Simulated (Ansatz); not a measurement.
Take CdSe in the wurtzite structure (space group P6_3mc, No. 186; a = 4.383 Å, c = 7.154 Å) as the base. Axes: x lies along a and z along c of the hexagonal cell.

It is then changed as follows: the cell is compressed by 3.00 % along z with no lateral relaxation, atoms relaxed at fixed cell.

Level of theory: PBE (Ansatz, an electronic-structure program), no spin-orbit coupling.

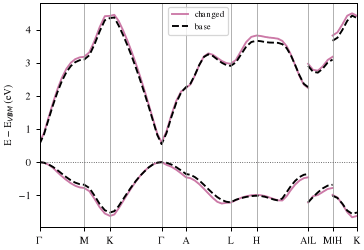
Figure: Highest valence and lowest conduction band along the path, each from its own valence-band maximum

### Question
Read the changed gap and its character from the plot.

### Answer
About 0.6 eV, direct at Γ.

The cells carry an imposed strain or load. Whether these cells are dynamically stable was not tested.
